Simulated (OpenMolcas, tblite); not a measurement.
# SiCNF2 (SMILES N#C[Si](F)F): the vertical ionisation energy, rung by rung

The species is SiCNF2 (5 atoms), meant as a doublet with charge 0. SMILES: `N#C[Si](F)F`. Geometry: relaxed at PBE0-D4/def2-TZVP.

Each level gives the vertical ionisation energy (to the singlet cation) (eV). The values are calculated.

```json
{"level": "GFN1-xTB", "kind": "semi-empirical", "program": "tblite", "value (eV)": "13.68", "CPU time (all runs)": "under 2 s"}
{"level": "IPEA1-xTB", "kind": "semi-empirical", "program": "tblite", "value (eV)": "13.31", "CPU time (all runs)": "under 2 s"}
{"level": "UHF/aug-cc-pVDZ", "kind": "Hartree–Fock", "program": "OpenMolcas", "value (eV)": "10.70", "CPU time (all runs)": "84 s"}
{"level": "USVWN5/aug-cc-pVDZ", "kind": "LDA", "program": "OpenMolcas", "value (eV)": "10.30", "CPU time (all runs)": "2 min"}
{"level": "UPBE/aug-cc-pVDZ", "kind": "GGA", "program": "OpenMolcas", "value (eV)": "10.24", "CPU time (all runs)": "3 min"}
{"level": "UTPSS/aug-cc-pVDZ", "kind": "meta-GGA", "program": "OpenMolcas", "value (eV)": "10.31", "CPU time (all runs)": "3.7 min"}
{"level": "UBHLYP/aug-cc-pVDZ", "kind": "global hybrid", "program": "OpenMolcas", "value (eV)": "10.77", "CPU time (all runs)": "2.8 min"}
```

The values span 10.24 to 13.68 eV. The xTB values lack the empirical shift that such differences need. CPU times are rough (shared hosts, several kinds of processor and program).

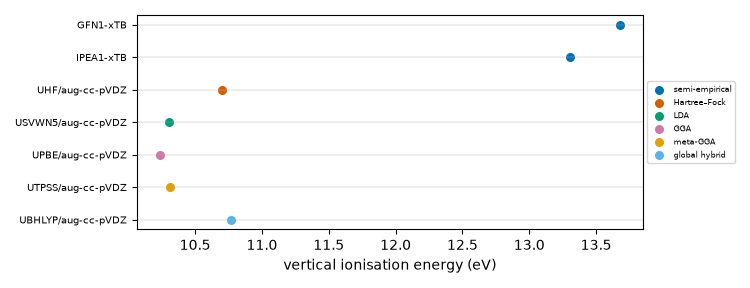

The values of the table, level by level.
